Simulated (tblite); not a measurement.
# Molecular dynamics of C2HClN2S

System: C2HClN2S, SMILES Clc1cnsn1.
Method: GFN2-xTB Langevin dynamics, gas phase (tblite 0.8.0).

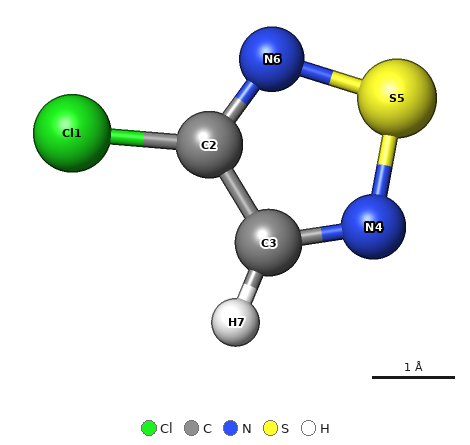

The structure as given in the input (ball-and-stick view, seen on its broad side; atoms are numbered from 1 in the order of the input). Bond lengths as drawn: C–C 1.42 Å, C–Cl 1.70 Å, C–H 1.07 Å, C–N 1.31 Å and N–S 1.62 Å.

### Input file
```
{"job": {"kind": "md", "xc": "GFN2-xTB", "basis": "xTB", "temperature": 300, "steps": 2000, "every": 50}, "charge": 0, "multiplicity": 1}
Cl     2.240440    -0.779001    -0.122063
C      0.584301    -0.447041     0.027413
C      0.017037     0.833339     0.236368
N     -1.288483     0.787499     0.312312
S     -1.782354    -0.747946     0.136450
N     -0.314967    -1.403533    -0.045118
H      0.547360     1.761589     0.327153
```

The first line tells a small driver script what to run in tblite; the rest is the geometry in Å.

Hardware: 1 CPU thread, shared host.

Command:
```bash
OMP_NUM_THREADS=1 python <driver script> task.json out
```

### The program's output
```
t/fs     T/K      E/eV
    0.0   242.7   -501.27124
   25.0   156.7   -501.11528
   50.0   227.9   -501.04664
   75.0   463.4   -501.16262
  100.0   316.9   -501.16873
  125.0   271.7   -501.09949
  150.0   362.2   -501.13554
  175.0   345.5   -501.10430
  200.0   313.3   -501.15228
  225.0   287.7   -501.11228
  250.0   297.3   -501.04870
  275.0   386.7   -501.17938
  300.0   352.1   -501.10626
  325.0   297.1   -501.12525
  350.0   298.4   -501.17023
  375.0   420.4   -501.12548
  400.0   526.4   -501.19836
  425.0   342.9   -501.14862
  450.0   451.8   -501.12397
  475.0   355.3   -500.99168
  500.0   347.7   -500.98462
  525.0   582.8   -501.09109
  550.0   233.5   -500.77308
  575.0   546.0   -501.05681
  600.0   350.7   -500.97966
  625.0   327.9   -500.95938
  650.0   342.0   -501.03549
  675.0   360.6   -501.01833
  700.0   371.1   -501.06325
  725.0   345.1   -501.14141
  750.0   243.3   -501.07613
  775.0   156.5   -501.13968
  800.0   172.1   -501.09879
  825.0   164.8   -501.07797
  850.0   250.0   -501.13630
  875.0   212.0   -501.07160
  900.0   227.7   -501.04451
  925.0   296.5   -501.01268
  950.0   336.5   -501.09873
  975.0   222.8   -501.10945
 1000.0   292.7   -501.10890
```

### Trajectory as extended XYZ (Å, eV, eV/Å), 14 of the 41 frames kept, from step=0 to step=40
```
7
Properties=species:S:1:pos:R:3:forces:R:3 step=0 time_fs=0.0 energy=-501.27124 temperature=242.7
Cl    2.2404   -0.7790   -0.1221   -0.0007   0.0000   0.0000
C     0.5843   -0.4470    0.0274   -0.0026  -0.0013   0.0001
C     0.0170    0.8333    0.2364    0.0028   0.0009  -0.0054
N    -1.2885    0.7875    0.3123   -0.0033  -0.0046   0.0023
S    -1.7824   -0.7479    0.1364    0.0071   0.0056  -0.0014
N    -0.3150   -1.4035   -0.0451   -0.0025  -0.0035   0.0017
H     0.5474    1.7616    0.3272   -0.0009   0.0030   0.0027
7
Properties=species:S:1:pos:R:3:forces:R:3 step=3 time_fs=75.0 energy=-501.16262 temperature=463.4
Cl    2.1756   -0.7399   -0.0644   -0.4791  -0.0082   0.1514
C     0.5021   -0.4318    0.1498   -0.2702  -0.3090  -0.4358
C    -0.0795    0.8370    0.3025   -1.7811  -0.8720   0.2914
N    -1.4183    0.7668    0.3495    1.0885   0.0761   0.1767
S    -1.8646   -0.7839    0.2243   -0.6223   0.5359  -0.1712
N    -0.4200   -1.3926    0.0552    1.4808  -0.3202   0.0876
H     0.3761    1.7500    0.5269    0.5832   0.8974  -0.1001
7
Properties=species:S:1:pos:R:3:forces:R:3 step=6 time_fs=150.0 energy=-501.13554 temperature=362.2
Cl    2.0343   -0.7736    0.0171   -0.7455  -0.0035   0.1594
C     0.3523   -0.4952    0.2252   -1.3485   0.2696  -0.2954
C    -0.2649    0.7482    0.6074    0.1908  -1.4937  -0.5510
N    -1.5691    0.7155    0.5685    0.0826   0.2297   0.3848
S    -2.0373   -0.7589    0.1523   -0.9823  -0.2102  -0.2959
N    -0.6079   -1.3880   -0.0790    1.9553  -0.0535   0.2294
H     0.2109    1.6189    0.8980    0.8476   1.2616   0.3687
7
Properties=species:S:1:pos:R:3:forces:R:3 step=9 time_fs=225.0 energy=-501.11228 temperature=287.7
Cl    1.9203   -0.8114    0.2580    0.5607  -0.2688  -0.0110
C     0.2839   -0.5032    0.2556   -0.8964   0.5370   0.5401
C    -0.3552    0.5669    0.9724    1.3453  -0.7136  -0.8855
N    -1.5943    0.6219    0.6636   -1.8923   1.6503   1.2844
S    -2.0709   -0.5526   -0.2607    0.1006  -0.9224  -0.8168
N    -0.5926   -1.1979   -0.4231    0.3372  -0.8138  -0.6250
H     0.0872    1.2922    1.5884    0.4450   0.5313   0.5138
7
Properties=species:S:1:pos:R:3:forces:R:3 step=12 time_fs=300.0 energy=-501.10626 temperature=352.1
Cl    1.8296   -1.2113    0.2300   -0.1798   0.1366   0.1458
C     0.2126   -0.6574    0.2219    1.2502   1.0227   2.3681
C    -0.4243    0.1900    1.2111    0.2679   0.2219  -1.0005
N    -1.6430    0.4990    0.8415    0.1479  -0.6159   0.5826
S    -2.0454   -0.3563   -0.5003    0.3084   0.6908   0.1777
N    -0.5629   -0.9584   -0.7238   -1.5772  -1.4398  -2.3912
H     0.0861    0.6494    2.0345   -0.2173  -0.0165   0.1175
7
Properties=species:S:1:pos:R:3:forces:R:3 step=15 time_fs=375.0 energy=-501.12548 temperature=420.4
Cl    1.7383   -1.2520    0.1480   -1.3767   0.2612  -0.2280
C     0.0332   -0.7414    0.1272    2.2078  -0.3842   1.0254
C    -0.5544   -0.1493    1.2811    0.7428   0.0985   0.3733
N    -1.7693    0.2157    1.0282   -0.9552   0.1460  -0.3730
S    -2.1564   -0.1808   -0.5299   -0.3524   0.2733   0.6991
N    -0.7396   -0.8333   -0.9049    0.2006  -0.1101  -0.4369
H    -0.0823    0.0484    2.2665   -0.4670  -0.2848  -1.0599
7
Properties=species:S:1:pos:R:3:forces:R:3 step=18 time_fs=450.0 energy=-501.12397 temperature=451.8
Cl    1.6021   -1.2135   -0.1829   -0.3816   0.3326   0.3425
C    -0.0120   -0.6711    0.0683    0.0758  -0.5751  -0.9367
C    -0.7808   -0.6819    1.2711    2.3405  -0.1773   0.4913
N    -1.9883   -0.3660    1.0644   -2.5310   0.4523  -0.5825
S    -2.2919   -0.1300   -0.5512    1.2630  -0.1228   0.7108
N    -0.7277   -0.3972   -1.0053   -0.4886   0.0440   0.5764
H    -0.3847   -0.8561    2.2769   -0.2782   0.0463  -0.6019
7
Properties=species:S:1:pos:R:3:forces:R:3 step=22 time_fs=550.0 energy=-500.77308 temperature=233.5
Cl    1.4726   -0.8735   -0.4587   -0.7483  -0.5766   0.9576
C    -0.2591   -0.7905   -0.0787    2.7707  -0.4335  -1.4467
C    -1.0905   -1.0112    1.0003   -0.2109   0.7555   0.5243
N    -2.2425   -0.4344    0.7854   -1.2678  -0.0991  -0.4899
S    -2.3053    0.1178   -0.7534   -1.8871   0.3599   0.7175
N    -0.8483   -0.2765   -1.1261    0.6991   0.3357  -0.6867
H    -0.9956   -1.4346    1.9636    0.6443  -0.3418   0.4240
7
Properties=species:S:1:pos:R:3:forces:R:3 step=25 time_fs=625.0 energy=-500.95938 temperature=327.9
Cl    1.3796   -1.0102   -0.3127   -0.7866   0.8281  -0.4209
C    -0.2585   -0.3191   -0.2575    3.0986  -1.4023   0.2230
C    -0.8962   -0.4177    0.9662   -1.5685   0.5711   0.1381
N    -2.1767   -0.1519    0.7566   -0.4369  -0.1687   1.5410
S    -2.4997    0.1529   -0.7701    0.3254   0.3150  -0.3079
N    -0.9580    0.0083   -1.2873   -0.4682  -0.0562  -0.8693
H    -0.4887   -0.5863    1.9502   -0.1638  -0.0871  -0.3040
7
Properties=species:S:1:pos:R:3:forces:R:3 step=28 time_fs=700.0 energy=-501.06325 temperature=371.1
Cl    1.3004   -1.0916   -0.1369   -1.4657   0.2388   0.0618
C    -0.4016   -0.6068   -0.1087    1.1046   0.6644   0.0145
C    -1.1931   -0.3152    1.0328    1.1035  -0.9436   0.5106
N    -2.3431    0.1777    0.7185   -1.1027   0.1671   0.8676
S    -2.4558    0.2946   -0.8505   -1.2822   0.9364  -1.3013
N    -1.0079   -0.2006   -1.2146    1.2588  -1.0673  -0.1986
H    -1.0176   -0.5369    2.0664    0.3836   0.0041   0.0454
7
Properties=species:S:1:pos:R:3:forces:R:3 step=31 time_fs=775.0 energy=-501.13968 temperature=156.5
Cl    1.0699   -1.2924    0.2192   -0.0235   0.1529  -0.3473
C    -0.4515   -0.5710    0.0058   -0.9605  -0.4026   1.5348
C    -1.3555   -0.3764    1.1568    1.1539   0.2976  -1.5260
N    -2.4475    0.1885    0.7511   -0.9731  -0.2411   0.3316
S    -2.5035    0.3063   -0.8732    0.1274   0.3127   0.4645
N    -1.0148   -0.2506   -1.1268    0.7362  -0.2657  -0.2496
H    -1.1411   -0.6055    2.1867   -0.0605   0.1461  -0.2080
7
Properties=species:S:1:pos:R:3:forces:R:3 step=34 time_fs=850.0 energy=-501.13630 temperature=250.0
Cl    1.1009   -1.2819    0.2948    1.1455  -0.4998   0.0249
C    -0.4267   -0.6948    0.1774   -1.9168   1.0719   0.4742
C    -1.3138   -0.4599    1.2920   -0.3089  -0.1356  -0.9665
N    -2.4584    0.0697    0.8714    0.5783  -0.6760   1.7854
S    -2.4854    0.2573   -0.6951    1.0880  -0.0442  -0.7637
N    -0.9526   -0.2926   -0.9599   -0.3602  -0.1008  -0.3142
H    -1.1169   -0.7875    2.3042   -0.2259   0.3845  -0.2400
7
Properties=species:S:1:pos:R:3:forces:R:3 step=37 time_fs=925.0 energy=-501.01268 temperature=296.5
Cl    1.0315   -1.3944    0.3648    1.1847  -0.7869   0.5342
C    -0.4870   -0.7903    0.3412   -2.9564   1.2167  -0.3674
C    -1.4876   -0.5486    1.3803    0.7945   0.6100  -0.3318
N    -2.5180    0.1955    0.9867    1.4766  -1.5441  -0.0729
S    -2.3794    0.4099   -0.6144    0.6451  -0.1890  -0.3213
N    -0.9265   -0.3467   -0.8325   -0.8788   0.5610   0.6108
H    -1.3218   -0.8467    2.4026   -0.2658   0.1323  -0.0517
7
Properties=species:S:1:pos:R:3:forces:R:3 step=40 time_fs=1000.0 energy=-501.10890 temperature=292.7
Cl    0.8302   -1.6173    0.5285    0.7302  -0.3641   0.0419
C    -0.5256   -0.6664    0.3554   -0.4150   0.4624   1.3953
C    -1.3758   -0.3033    1.4709   -0.4713  -0.1350  -1.0900
N    -2.4834    0.2919    1.0880    1.3586   0.1997  -0.8431
S    -2.3596    0.5760   -0.5547    0.3704  -0.6075   0.6302
N    -0.9065   -0.1995   -0.7832   -1.3898   0.6302  -0.4903
H    -1.1270   -0.4928    2.4871   -0.1831  -0.1856   0.3560
```

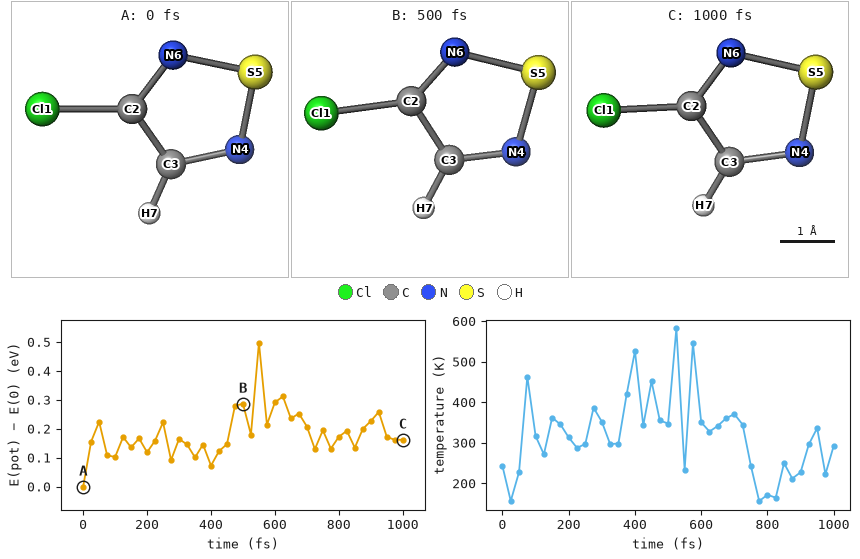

Frames of the molecular dynamics (ball-and-stick, seen at a tilt) above the curves, on which the letters mark them. The trajectory kept here has 41 frames over 1000 fs. The temperature starts at 243 K, ranges from 156 to 583 K and averages 304 K over the second half. The potential energy ends 0.162 eV above its first value. After an unweighted best fit of the last frame on the first, the root-mean-square displacement is 0.08 Å.

### Results in brief

- outcome: finished
- mean temperature over the second half: 304 K
- trajectory: 41 frames kept, 1000 fs
- wall time: 8.6 s
- peak memory: 0.18 GiB
